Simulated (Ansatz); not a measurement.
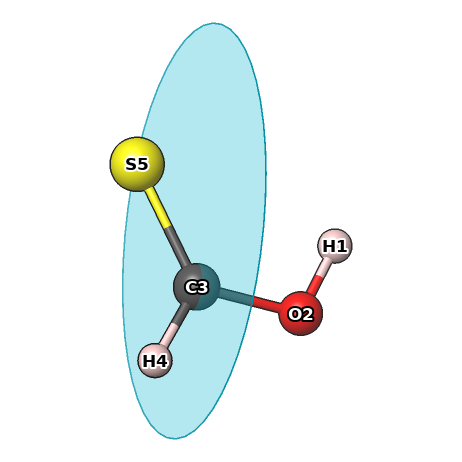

A disc through the centre of mass is drawn in. Depth is shown by fading: the farther an atom, the more it takes the colour of the background. The geometry was computed by an optimisation with PBE0-D4/def2-TZVP.

Is the plane of the disc a mirror plane of the structure?

Answer. No. The point group is Cs, with 1 mirror plane, and this plane isn't one of its mirror planes.
